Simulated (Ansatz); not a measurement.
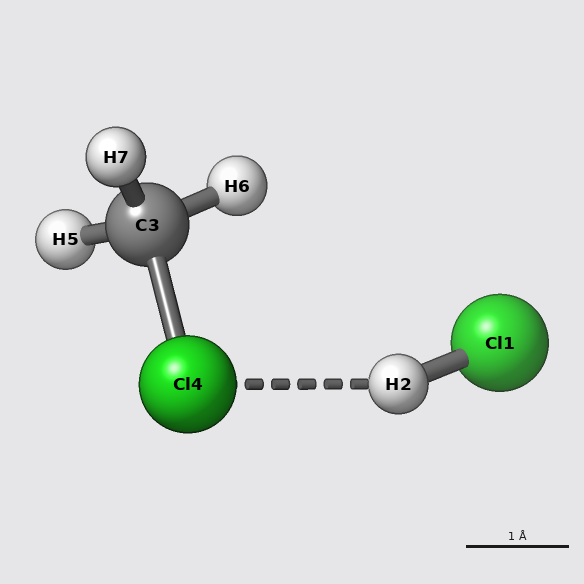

Two molecules or ions; the broken line marks their closest contact (measured against van der Waals radii). Computed geometry: PBE0-D4/def2-TZVP optimisation. Program: Ansatz 0.2.0.

### Which two species are they?

HCl and CH3Cl (`CCl.Cl`).

### How long is the contact?

H2···Cl4 is 2.32 Å.

Give the counterpoise-corrected interaction energy (kcal/mol, monomers kept as in the pair) with CCSD(T)/CBS (MP2 limit from def2-TZVPPD and def2-QZVPPD plus CCSD(T) − MP2); HSE06 (plane-wave form)-D4/def2-TZVPPD; PBE0-D4/def2-TZVPPD; PBE-D4/def2-TZVPPD.

```csv
level,interaction energy (kcal/mol)
CCSD(T)/CBS (MP2 limit from def2-TZVPPD and def2-QZVPPD plus CCSD(T) − MP2),−3.4
HSE06 (plane-wave form)-D4/def2-TZVPPD,−3.9
PBE0-D4/def2-TZVPPD,−3.9
PBE-D4/def2-TZVPPD,−4.3
```
